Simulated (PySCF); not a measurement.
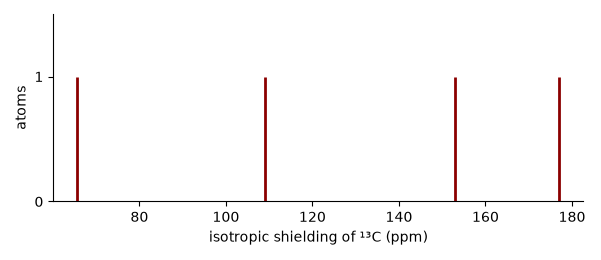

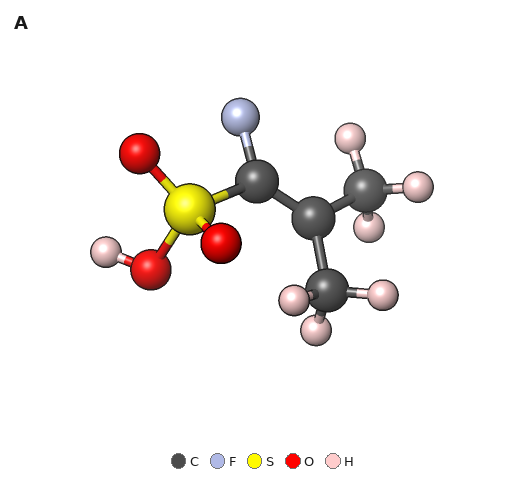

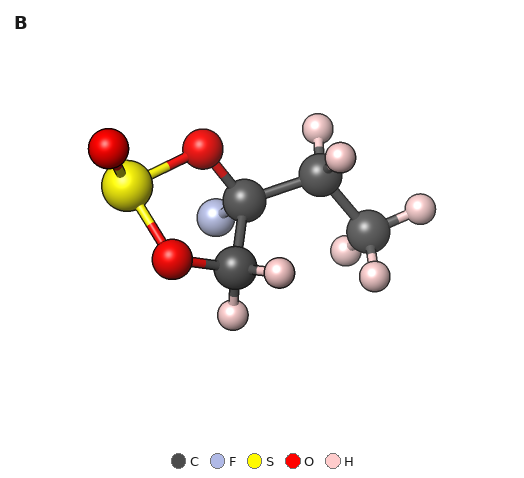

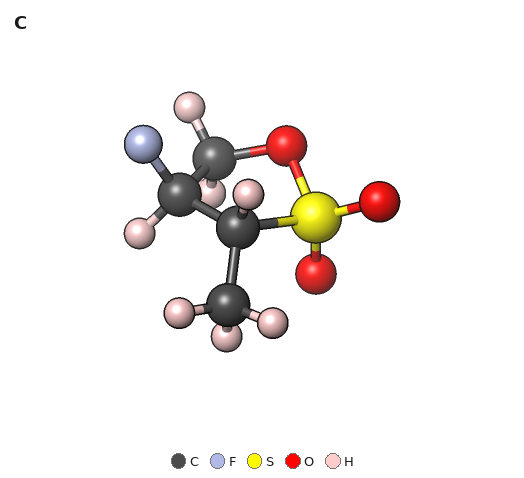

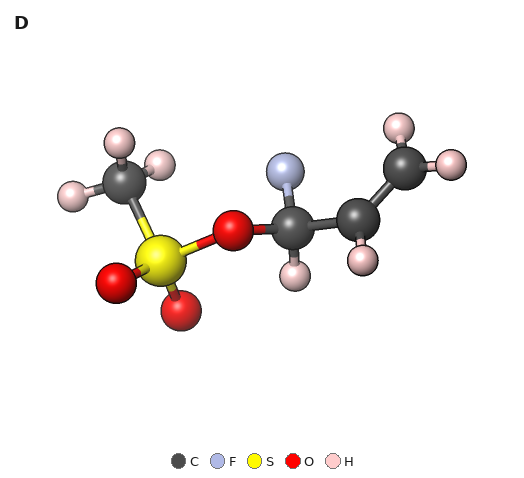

The sticks are computed shieldings of one of the molecules, for one fixed geometry (GFN2-xTB) without averaging over rotations. Low shielding means a high chemical shift. Method: GIAO PBE0/pcSseg-1 NMR shielding, non-relativistic, gas phase (PySCF 2.14.0).

> Which molecule gives this pattern?

B, `CC[C@@]1(F)CO[S@@](=O)O1`. Its 4 C atoms give lines at 65.6, 109.0, 153.0, 177.1 ppm.
